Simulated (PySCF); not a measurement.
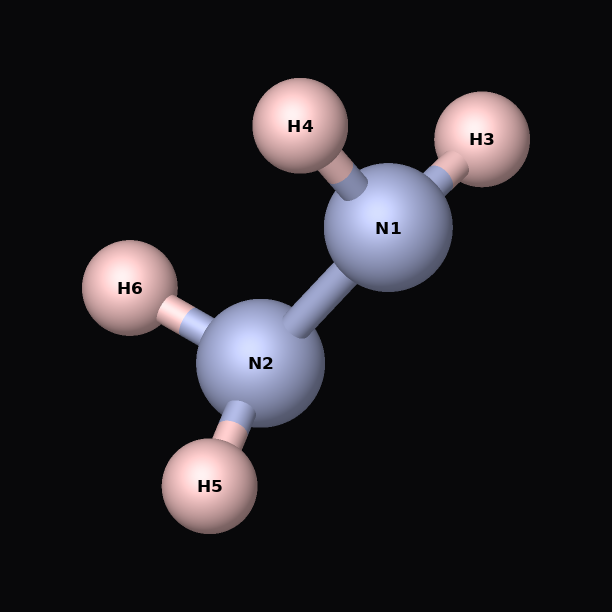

Every bond is drawn as one stick. The geometry was computed by an optimisation with GFN2-xTB. No frequency run is at hand to confirm it as a minimum. Level of theory: PBE0/pcSseg-1 (PySCF 2.14.0).

List the Mayer bond orders of N1–N2, N1–H3, N1–H4 (one bond of each equivalent set).

| bond | Mayer order | length (Å) |
| --- | --- | --- |
| N1–N2 | 1.01 | 1.425 |
| N1–H3 | 0.96 | 1.016 |
| N1–H4 | 0.95 | 1.022 |
